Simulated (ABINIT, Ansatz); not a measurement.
# K2PdC2 (P-3m1): G0W0 with ABINIT, start to end, part 2 of 3

How does a plane-wave GW calculation on K2PdC2 (P-3m1) run from the first input to the gap?

ABINIT 10.8.3; PBEsol and many-body steps on it, plane waves. Known limits of the many-body steps: not at the basis limit; no spin polarisation; d states lean on the start; no spin-orbit coupling; coarse k mesh.

So far. Step 2 (Ground state): The gap is indirect, with the least direct gap 0.03 eV higher.

In doubt: a PseudoDojo file used here is known to give poor structures and forces, which bears on pressures, cells, forces and phonons.

**3. Bands along the symmetry lines**

Level of this step: DFT, PBEsol, plane waves, norm-conserving pseudopotentials (ABINIT).

Levels along a band path, at the cheap level, show where the edges lie and whether the meshes to come will hold them.

The input, run.abi:

```
acell 3*1.0 Angstrom
rprim 
  5.118184061448 -0.000000000011 0.000000000000
  -2.559092030714 4.432477418464 0.000000000000
  0.000000000000 0.000000000000 5.258137180000
ntypat 3
znucl 19 46 6
natom 5
typat 1 1 2 3 3
xred 
  0.666666666667 0.333333333333 0.720198210000
  0.333333333333 0.666666666667 0.279801790000
  0.000000000000 0.000000000000 0.000000000000
  0.000000000000 0.000000000000 0.620196780000
  0.000000000000 0.000000000000 0.379803220000
pp_dirpath "pseudos"
pseudos "K.upf, Pd.upf, C.upf"
ecut 37
iscf -2
irdden 1
kptopt 0
nkpt 75
kpt 
  0.00000000 0.00000000 0.00000000
  0.06250000 0.00000000 0.00000000
  0.12500000 0.00000000 0.00000000
  0.18750000 0.00000000 0.00000000
  0.25000000 0.00000000 0.00000000
  0.31250000 0.00000000 0.00000000
  0.37500000 0.00000000 0.00000000
  0.43750000 0.00000000 0.00000000
  0.50000000 0.00000000 0.00000000
  0.47916667 0.04166667 0.00000000
  0.45833333 0.08333333 0.00000000
  0.43750000 0.12500000 0.00000000
  0.41666666 0.16666666 0.00000000
  0.39583333 0.20833333 0.00000000
  0.37500000 0.25000000 0.00000000
  0.35416666 0.29166666 0.00000000
  0.33333333 0.33333333 0.00000000
  0.29166666 0.29166666 0.00000000
  0.25000000 0.25000000 0.00000000
  0.20833333 0.20833333 0.00000000
  0.16666666 0.16666666 0.00000000
  0.12500000 0.12500000 0.00000000
  0.08333333 0.08333333 0.00000000
  0.04166667 0.04166667 0.00000000
  0.00000000 0.00000000 0.00000000
  0.00000000 0.00000000 0.06250000
  0.00000000 0.00000000 0.12500000
  0.00000000 0.00000000 0.18750000
  0.00000000 0.00000000 0.25000000
  0.00000000 0.00000000 0.31250000
  0.00000000 0.00000000 0.37500000
  0.00000000 0.00000000 0.43750000
  0.00000000 0.00000000 0.50000000
  0.06250000 0.00000000 0.50000000
  0.12500000 0.00000000 0.50000000
  0.18750000 0.00000000 0.50000000
  0.25000000 0.00000000 0.50000000
  0.31250000 0.00000000 0.50000000
  0.37500000 0.00000000 0.50000000
  0.43750000 0.00000000 0.50000000
  0.50000000 0.00000000 0.50000000
  0.47916667 0.04166667 0.50000000
  0.45833333 0.08333333 0.50000000
  0.43750000 0.12500000 0.50000000
  0.41666666 0.16666666 0.50000000
  0.39583333 0.20833333 0.50000000
  0.37500000 0.25000000 0.50000000
  0.35416666 0.29166666 0.50000000
  0.33333333 0.33333333 0.50000000
  0.29166666 0.29166666 0.50000000
  0.25000000 0.25000000 0.50000000
  0.20833333 0.20833333 0.50000000
  0.16666666 0.16666666 0.50000000
  0.12500000 0.12500000 0.50000000
  0.08333333 0.08333333 0.50000000
  0.04166667 0.04166667 0.50000000
  0.00000000 0.00000000 0.50000000
  0.50000000 0.00000000 0.50000000
  0.50000000 0.00000000 0.43750000
  0.50000000 0.00000000 0.37500000
  0.50000000 0.00000000 0.31250000
  0.50000000 0.00000000 0.25000000
  0.50000000 0.00000000 0.18750000
  0.50000000 0.00000000 0.12500000
  0.50000000 0.00000000 0.06250000
  0.50000000 0.00000000 0.00000000
  0.33333333 0.33333333 0.50000000
  0.33333333 0.33333333 0.43750000
  0.33333333 0.33333333 0.37500000
  0.33333333 0.33333333 0.31250000
  0.33333333 0.33333333 0.25000000
  0.33333333 0.33333333 0.18750000
  0.33333333 0.33333333 0.12500000
  0.33333333 0.33333333 0.06250000
  0.33333333 0.33333333 0.00000000
istwfk *1
nband 29
nbdbuf 2
tolwfr 1e-08
nstep 40
prtwf 0
prtvol 0
indata_prefix "in"
outdata_prefix "out"
tmpdata_prefix "tmp"
```

Run with:

```
OMP_NUM_THREADS=1 mpirun -n 4 abinit run.abi > log
```

Numbers of over 12 decimals in the logs are rounded to 6 here.

Log:

```text
.Version 10.8.3 of ABINIT. v10.8.2 released Aug 2026.

 Symmetries : space group P-3 m 1 (#164); Bravais hP (primitive hexag.)
[... echo of the input left out ...]
== DATASET  1 ==================================================================
-   mpi_nproc: 4, omp_nthreads: 1 (-1 if OMP is not activated)

--- !DatasetInfo
iteration_state: {dtset: 1, }
dimensions: {natom: 5, nkpt: 75, mband: 29, nsppol: 1, nspinor: 1, nspden: 1, mpw: 8704, }
cutoff_energies: {ecut:  37.0, pawecutdg:  -1.0, }
electrons: {nelect:   4.40000000E+01, charge:   0.00000000E+00, occopt:   1.00000000E+00, tsmear:   1.00000000E-02, }

 Real(R)+Recip(G) space primitive vectors, cartesian coordinates (Bohr,Bohr^-1):
 R(1)=  9.6719661  0.0000000  0.0000000  G(1)=  0.1033916  0.0596932  0.0000000
 R(2)= -4.8359831  8.3761684  0.0000000  G(2)=  0.0000000  0.1193863  0.0000000
 R(3)=  0.0000000  0.0000000  9.9364392  G(3)=  0.0000000  0.0000000  0.1006397
 Unit cell volume ucvol=  8.0499085E+02 bohr^3
 Angles (23,13,12)=  9.00000000E+01  9.00000000E+01  1.20000000E+02 degrees

 getcut: wavevector=  0.0000  0.0000  0.0000  ngfft=  54  54  60
         ecut(hartree)=     37.000   => boxcut(ratio)=   2.03945

--- Pseudopotential description ------------------------------------------------
- K Generated using ONCVPSP code by D. R. Hamann
- 19.00000   9.00000  180301                  znucl, zion, pspdat
12 -116133 2 -1 2250                          pspcod,pspxc,lmax,lloc,mmax
     nproj     2     2     2
  pspatm : epsatm=    8.32504554
         --- l  ekb(1:nproj) -->
             0   10.921326    0.816676
             1    4.431000    0.560368
             2   -3.384038   -1.043186
 pspatm: atomic psp has been read  and splines computed

- Pd Generated using ONCVPSP code by D. R. Hamann
- 46.00000  18.00000  180301                  znucl, zion, pspdat
12 -116133 2 -1 1238                          pspcod,pspxc,lmax,lloc,mmax
     nproj     2     2     2
  pspatm : epsatm=   26.17260746
         --- l  ekb(1:nproj) -->
[...]
pspatm: atomic psp has been read  and splines computed

- C Generated using ONCVPSP code by D. R. Hamann
-  6.00000   4.00000  180301                  znucl, zion, pspdat
12 -116133 1 -1 1248                          pspcod,pspxc,lmax,lloc,mmax
     nproj     2     2     0
  pspatm : epsatm=    4.34909242
         --- l  ekb(1:nproj) -->
[...]
pspatm: atomic psp has been read  and splines computed

--------------------------------------------------------------------------------

================================================================================
 prteigrs : about to open file out_EIG
 Non-SCF case, kpt    1 (  0.00000  0.00000  0.00000), residuals and eigenvalues=
  6.70E-09  6.43E-09  4.85E-09  6.34E-09  4.82E-09  4.97E-09  5.63E-09  3.58E-09
  7.11E-09  6.15E-09  2.87E-09  5.32E-09  9.83E-09  5.14E-09  5.16E-09  3.46E-09
[...]
Non-SCF case, kpt   75 (  0.33333  0.33333  0.00000), residuals and eigenvalues=
[...]
-3.4716E-01 -6.7405E-02 -4.7394E-02  2.4983E-02  2.4983E-02  4.8465E-02
  4.8465E-02  7.7260E-02  7.7260E-02  1.0252E-01  2.2263E-01  2.2263E-01
[...]
--- !ResultsGS
iteration_state: {dtset: 1, }
comment   : Summary of ground state results
lattice_vectors:
- [  9.6719661,  -0.0000000,   0.0000000, ]
- [ -4.8359831,   8.3761684,   0.0000000, ]
- [  0.0000000,   0.0000000,   9.9364392, ]
lattice_lengths: [   9.67197,    9.67197,    9.93644, ]
lattice_angles: [ 90.000,  90.000, 120.000, ] # degrees, (23, 13, 12)
lattice_volume:   8.0499085E+02
convergence: {deltae:  0.000E+00, res2:  0.000E+00, residm:  9.985E-09, diffor:  0.000E+00, }
etotal    :  -2.06853428E+02
entropy   :   0.00000000E+00
fermie    :   1.18459066E-01
cartesian_stress_tensor: null
pressure_GPa: null
xred      :
- [  6.6667E-01,   3.3333E-01,   7.2020E-01,  K]
- [  3.3333E-01,   6.6667E-01,   2.7980E-01,  K]
- [  0.0000E+00,   0.0000E+00,   0.0000E+00, Pd]
- [  0.0000E+00,   0.0000E+00,   6.2020E-01,  C]
- [  0.0000E+00,   0.0000E+00,   3.7980E-01,  C]
cartesian_forces: null
force_length_stats: {min: null, max: null, mean: null, }

 Integrated electronic density in atomic spheres:
 ------------------------------------------------
 Atom  Sphere_radius  Integrated_density
[...]
================================================================================

 ----iterations are completed or convergence reached----

 Mean square residual over all n,k,spin=   61.078E-10; max=  99.849E-10
 reduced coordinates (array xred) for    5 atoms
[...]
0.000000000000      0.000000000000      0.620196780000
       0.000000000000      0.000000000000      0.379803220000

 cartesian coordinates (angstrom) at end:
    1      2.559092     1.477492     3.786901
    2      6.67e-12     2.954985     1.471236
    3      0.000000     0.000000     0.000000
    4      0.000000     0.000000     3.261080
    5      0.000000     0.000000     1.997057
 length scales=  1.889726125908  1.889726125908  1.889726125908 bohr
              =  1.000000000000  1.000000000000  1.000000000000 angstroms
 prteigrs : about to open file out_EIG
 Eigenvalues (hartree) for nkpt=  75  k points:
 kpt#   1, nband= 29, wtk=  1.00000, kpt=  0.0000  0.0000  0.0000 (reduced coord)
[...]
kpt#   2, nband= 29, wtk=  1.00000, kpt=  0.0625  0.0000  0.0000 (reduced coord)
[...]
kpt#   3, nband= 29, wtk=  1.00000, kpt=  0.1250  0.0000  0.0000 (reduced coord)
[...]
kpt#  74, nband= 29, wtk=  1.00000, kpt=  0.3333  0.3333  0.0625 (reduced coord)
[...]
0.30362    0.30362    0.32219    0.34065    0.34066
 kpt#  75, nband= 29, wtk=  1.00000, kpt=  0.3333  0.3333  0.0000 (reduced coord)
[...]
-0.37546   -0.37118   -0.37118   -0.36847   -0.34716   -0.06740   -0.04739    0.02498
   0.02498    0.04847    0.04847    0.07726    0.07726    0.10252    0.22263    0.22263
   0.30758    0.30758    0.32223    0.33717    0.33717

== END DATASET(S) ==============================================================
================================================================================

 -outvars: echo values of variables after computation  --------
            nband          29
             nkpt          75
          spgroup         164
 [... the other variables as echoed above ...]

 Calculation completed.
```

The job ended after 4.9 min (4 MPI ranks of Intel Xeon Platinum 8223CL at 3.00GHz (Skylake/Cascade Lake), shared host; peak memory 0.63 GiB).

Numbers from this step:

* gap: 1.364 eV
* k of the valence top: 0, 0, 0.5
* k of the conduction bottom: 0.5, 0, 0.5
* least direct gap: 1.390 eV

The gap is 1.364 eV, as in the run before at this level.

Electronic bands along the path, in eV, zero at the top of the highest filled band:

| point | band 19 | band 20 | band 21 | band 22 | band 23 | band 24 | band 25 | band 26 |
| --- | --- | --- | --- | --- | --- | --- | --- | --- |
| Γ | -1.90 | -1.51 | -1.14 | -1.14 | 4.11 | 4.45 | 5.27 | 5.27 |
| M | -1.86 | -1.23 | -1.05 | -0.51 | 2.47 | 3.63 | 4.64 | 5.40 |
| K | -1.90 | -1.12 | -1.12 | -0.43 | 2.83 | 2.83 | 5.15 | 5.15 |
| Γ | -1.90 | -1.51 | -1.14 | -1.14 | 4.11 | 4.45 | 5.27 | 5.27 |
| A | -1.14 | -1.14 | 0.00 | 0.00 | 2.66 | 2.66 | 3.71 | 4.57 |
| L | -1.05 | -0.76 | -0.05 | -0.03 | 1.36 | 2.85 | 4.78 | 4.80 |
| H | -1.11 | -0.71 | -0.06 | -0.06 | 1.93 | 1.93 | 4.89 | 4.89 |
| A | -1.14 | -1.14 | 0.00 | 0.00 | 2.66 | 2.66 | 3.71 | 4.57 |
| jump to L | -1.05 | -0.76 | -0.05 | -0.03 | 1.36 | 2.85 | 4.78 | 4.80 |
| M | -1.86 | -1.23 | -1.05 | -0.51 | 2.47 | 3.63 | 4.64 | 5.40 |
| jump to H | -1.11 | -0.71 | -0.06 | -0.06 | 1.93 | 1.93 | 4.89 | 4.89 |
| K | -1.90 | -1.12 | -1.12 | -0.43 | 2.83 | 2.83 | 5.15 | 5.15 |

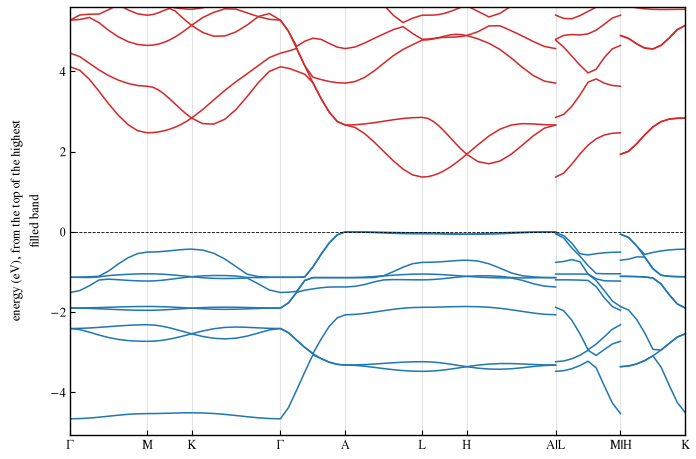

Electronic bands along the path; lines of filled and empty bands in two colours.

**4. Empty states on the mesh, 3×3×2 mesh, 235 bands**

The sums over transitions need many empty states on a uniform mesh; this step solves for them.

The input, run.abi:

```
acell 3*1.0 Angstrom
rprim 
  5.118184061448 -0.000000000011 0.000000000000
  -2.559092030714 4.432477418464 0.000000000000
  0.000000000000 0.000000000000 5.258137180000
ntypat 3
znucl 19 46 6
natom 5
typat 1 1 2 3 3
xred 
  0.666666666667 0.333333333333 0.720198210000
  0.333333333333 0.666666666667 0.279801790000
  0.000000000000 0.000000000000 0.000000000000
  0.000000000000 0.000000000000 0.620196780000
  0.000000000000 0.000000000000 0.379803220000
pp_dirpath "pseudos"
pseudos "K.upf, Pd.upf, C.upf"
ecut 37
ngkpt 3 3 2
nshiftk 1
shiftk 0 0 0
kptopt 1
chksymbreak 0
iscf -2
irdden 1
istwfk *1
nband 235
nbdbuf 20
tolwfr 1e-09
nstep 60
prtvol 0
indata_prefix "in"
outdata_prefix "out"
tmpdata_prefix "tmp"
```

Log:

```text
.Version 10.8.3 of ABINIT. v10.8.2 released Aug 2026.

 Symmetries : space group P-3 m 1 (#164); Bravais hP (primitive hexag.)
[... echo of the input left out ...]
== DATASET  1 ==================================================================
-   mpi_nproc: 4, omp_nthreads: 1 (-1 if OMP is not activated)

--- !DatasetInfo
iteration_state: {dtset: 1, }
dimensions: {natom: 5, nkpt: 6, mband: 235, nsppol: 1, nspinor: 1, nspden: 1, mpw: 8704, }
cutoff_energies: {ecut:  37.0, pawecutdg:  -1.0, }
electrons: {nelect:   4.40000000E+01, charge:   0.00000000E+00, occopt:   1.00000000E+00, tsmear:   1.00000000E-02, }

 Real(R)+Recip(G) space primitive vectors, cartesian coordinates (Bohr,Bohr^-1):
 R(1)=  9.6719661  0.0000000  0.0000000  G(1)=  0.1033916  0.0596932  0.0000000
 R(2)= -4.8359831  8.3761684  0.0000000  G(2)=  0.0000000  0.1193863  0.0000000
 R(3)=  0.0000000  0.0000000  9.9364392  G(3)=  0.0000000  0.0000000  0.1006397
 Unit cell volume ucvol=  8.0499085E+02 bohr^3
 Angles (23,13,12)=  9.00000000E+01  9.00000000E+01  1.20000000E+02 degrees

 getcut: wavevector=  0.0000  0.0000  0.0000  ngfft=  54  54  60
         ecut(hartree)=     37.000   => boxcut(ratio)=   2.03945

--- Pseudopotential description ------------------------------------------------
- K Generated using ONCVPSP code by D. R. Hamann
- 19.00000   9.00000  180301                  znucl, zion, pspdat
12 -116133 2 -1 2250                          pspcod,pspxc,lmax,lloc,mmax
     nproj     2     2     2
  pspatm : epsatm=    8.32504554
         --- l  ekb(1:nproj) -->
             0   10.921326    0.816676
             1    4.431000    0.560368
             2   -3.384038   -1.043186
 pspatm: atomic psp has been read  and splines computed

- Pd Generated using ONCVPSP code by D. R. Hamann
- 46.00000  18.00000  180301                  znucl, zion, pspdat
12 -116133 2 -1 1238                          pspcod,pspxc,lmax,lloc,mmax
     nproj     2     2     2
  pspatm : epsatm=   26.17260746
         --- l  ekb(1:nproj) -->
[...]
pspatm: atomic psp has been read  and splines computed

- C Generated using ONCVPSP code by D. R. Hamann
-  6.00000   4.00000  180301                  znucl, zion, pspdat
12 -116133 1 -1 1248                          pspcod,pspxc,lmax,lloc,mmax
     nproj     2     2     0
  pspatm : epsatm=    4.34909242
         --- l  ekb(1:nproj) -->
[...]
pspatm: atomic psp has been read  and splines computed

--------------------------------------------------------------------------------

================================================================================
 prteigrs : about to open file out_EIG
 Non-SCF case, kpt    1 (  0.00000  0.00000  0.00000), residuals and eigenvalues=
  7.98E-10  3.73E-10  4.46E-10  5.57E-10  1.30E-10  1.20E-10  1.17E-10  1.25E-10
  1.12E-10  9.89E-11  9.13E-11  1.23E-10  7.31E-11  1.03E-10  6.33E-11  6.54E-11
  8.68E-11  1.50E-10  1.73E-10  7.14E-11  1.33E-10  2.07E-10  8.75E-11  7.47E-10
[...]
-2.9324E+00 -1.6860E+00 -1.6694E+00 -1.6694E+00 -9.7640E-01 -9.7469E-01
 -3.8170E-01 -3.7384E-01 -3.7384E-01 -3.7029E-01 -3.6918E-01 -3.6918E-01
 -3.5860E-01 -6.9236E-02 -5.2892E-02  2.9813E-02  2.9813E-02  4.8558E-02
[...]
2.8572E+00  2.8888E+00  2.8888E+00  2.9090E+00  2.9091E+00  2.9099E+00
  2.9099E+00  2.9209E+00  2.9548E+00  2.9886E+00  2.9945E+00  3.0228E+00
  3.0306E+00
 prteigrs : prtvol=0 or 1, do not print more k-points.

--- !ResultsGS
iteration_state: {dtset: 1, }
comment   : Summary of ground state results
lattice_vectors:
- [  9.6719661,  -0.0000000,   0.0000000, ]
- [ -4.8359831,   8.3761684,   0.0000000, ]
- [  0.0000000,   0.0000000,   9.9364392, ]
lattice_lengths: [   9.67197,    9.67197,    9.93644, ]
lattice_angles: [ 90.000,  90.000, 120.000, ] # degrees, (23, 13, 12)
lattice_volume:   8.0499085E+02
convergence: {deltae:  0.000E+00, res2:  0.000E+00, residm:  9.980E-10, diffor:  0.000E+00, }
etotal    :  -2.06853428E+02
entropy   :   0.00000000E+00
fermie    :   1.18459066E-01
cartesian_stress_tensor: null
pressure_GPa: null
xred      :
- [  6.6667E-01,   3.3333E-01,   7.2020E-01,  K]
- [  3.3333E-01,   6.6667E-01,   2.7980E-01,  K]
- [  0.0000E+00,   0.0000E+00,   0.0000E+00, Pd]
- [  0.0000E+00,   0.0000E+00,   6.2020E-01,  C]
- [  0.0000E+00,   0.0000E+00,   3.7980E-01,  C]
cartesian_forces: null
force_length_stats: {min: null, max: null, mean: null, }

 Integrated electronic density in atomic spheres:
 ------------------------------------------------
 Atom  Sphere_radius  Integrated_density
[...]
================================================================================

 ----iterations are completed or convergence reached----

 Mean square residual over all n,k,spin=   32.488E-11; max=  99.801E-11
 reduced coordinates (array xred) for    5 atoms
[...]
0.000000000000      0.000000000000      0.379803220000

 cartesian coordinates (angstrom) at end:
    1      2.559092     1.477492     3.786901
    2      6.67e-12     2.954985     1.471236
    3      0.000000     0.000000     0.000000
    4      0.000000     0.000000     3.261080
    5      0.000000     0.000000     1.997057
 length scales=  1.889726125908  1.889726125908  1.889726125908 bohr
              =  1.000000000000  1.000000000000  1.000000000000 angstroms
 prteigrs : about to open file out_EIG
 Eigenvalues (hartree) for nkpt=   6  k points:
 kpt#   1, nband=235, wtk=  0.05556, kpt=  0.0000  0.0000  0.0000 (reduced coord)
[...]
2.75821    2.80668    2.80668    2.84857    2.85452    2.85721    2.85721    2.88879
   2.88879    2.90905    2.90907    2.90988    2.90992    2.92085    2.95477    2.98863
   2.99452    3.02280    3.03059
 prteigrs : prtvol=0 or 1, do not print more k-points.

== END DATASET(S) ==============================================================
================================================================================

 -outvars: echo values of variables after computation  --------
            nband         235
             nkpt           6
          spgroup         164
 [... the other variables as echoed above ...]

 Calculation completed.
```

The job ended after 5.9 min (4 MPI ranks; peak memory 0.61 GiB).

Numbers from this step:

| Property | Result |
| --- | --- |
| gap | 1.694 eV |
| k of the valence top | 0, 0, 0.5 |
| k of the conduction bottom | 0.3333, 0, 0.5 |
| least direct gap | 1.714 eV |
| k points computed | 6 |
| lowest point of the top converged band, above the valence top | 71.1216 eV |

On this mesh the gap is 1.694 eV. The earlier step found 1.364 eV, so this mesh misses an edge.

(Part 2 of 3 ends here.)

[Paths, hosts, dates, memory and timing lines, banners, echoed tables and standing remarks are left out of the program output.]

[Logs are printed without paths, hosts, clocks, repeated set-up lines and the standing remarks that a program may print on its own settings, such as how far it seeks lower states.]

[Runs of the session that timed out or met a known fault of the program may be left out.]

[Hosts, paths, dates, database ids (printed as entryN), source tags and the programs' standing remarks are cut or masked in the printed files.]

[G0W0 gaps are taken among the corrected bands and points alone; a level outside them can change the order at an edge.]

[Where Ansatz stands beside ABINIT at settings called matched, ABINIT's density can come from a denser mesh and the files from another edition; pairs whose starting gaps differed by over 0.03 eV were left out, so agreement reads better than it is.]
